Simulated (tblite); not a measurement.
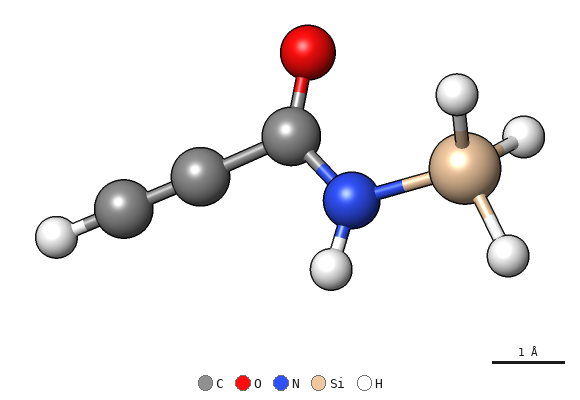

C$_{3}$H$_{5}$NOSi, before the relaxation. A ball-and-stick model, seen at a tilt.

Method: GFN2-xTB geometry optimisation, dihedral held, gas phase (tblite 0.8.0).

```xyz
11

C     3.0800    0.3471    0.1435
C     1.9221    0.1285    0.4230
C     0.5569   -0.1519    0.7833
O     0.2906   -0.5493    1.8938
N    -0.3392    0.0914   -0.2200
Si   -2.0411   -0.1687   -0.0214
H     4.0906    0.5494   -0.1017
H    -0.0227    0.4360   -1.1201
H    -2.2946   -1.6033    0.2482
H    -2.5652    0.7280    1.0395
H    -2.6719    0.1952   -1.3092
```

Where does the relaxation end?

O4 moves most after the best rigid fit: 0.27 Å. By element the largest moves are O 0.27 Å, H 0.18 Å, N 0.14 Å, C 0.14 Å, Si 0.07 Å. Among the contacts that change: O4–Si6 3.041 → 2.718 Å, Si6–H10 1.485 → 1.457 Å, N5–Si6 1.733 → 1.759 Å, C3–N5 1.367 → 1.349 Å. Among the angles between lasting bonds that change: Si6–N5–H8 117.3° → 127.2°, C3–N5–Si6 122.2° → 113.5°, O4–C3–N5 126.0° → 120.1°. Over 42 geometry steps the energy falls by 11.1 kJ/mol.

History of the run:

| step | E − E(0), kJ/mol |
| --- | --- |
| 0 | 0.00 |
| 1 | -0.54 |
| 2 | -5.36 |
| 3 | -6.18 |
| 4 | -7.12 |
| 5 | -7.56 |
| 6 | -7.83 |
| 7 | -8.18 |
| 8 | -8.49 |
| 9 | -8.74 |
| 10 | -8.98 |
| 12 | -9.42 |
| 13 | -9.56 |
| 15 | -9.80 |
| 17 | -10.00 |
| 18 | -10.06 |
| 20 | -10.19 |
| 22 | -10.39 |
| 23 | -10.49 |
| 25 | -10.63 |
| 27 | -10.68 |
| 29 | -10.71 |
| 30 | -10.73 |
| 32 | -10.79 |
| 34 | -10.83 |
| 35 | -10.85 |
| 37 | -10.95 |
| 39 | -11.08 |
| 40 | -11.09 |
| 42 | -11.09 |

Final geometry:

```xyz
11

C     3.0686    0.3312    0.2037
C     1.9004    0.1353    0.3946
C     0.5042   -0.1125    0.6606
O     0.0824   -0.5223    1.7254
N    -0.3487    0.1353   -0.3546
Si   -2.0297   -0.1906    0.0468
H     4.0906    0.5041    0.0337
H     0.0139    0.4713   -1.2317
H    -2.1626   -1.6074    0.3573
H    -2.4224    0.6945    1.1352
H    -2.6912    0.1635   -1.2122
```

The end point in the same view:

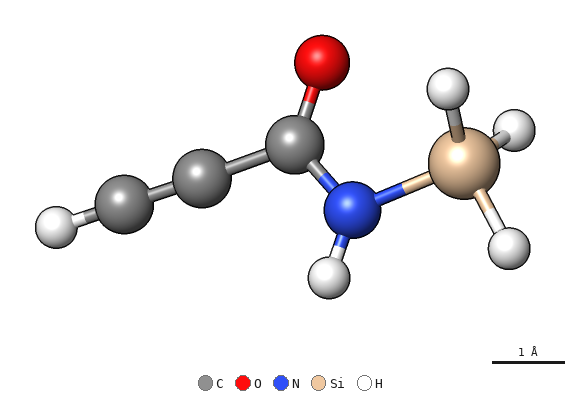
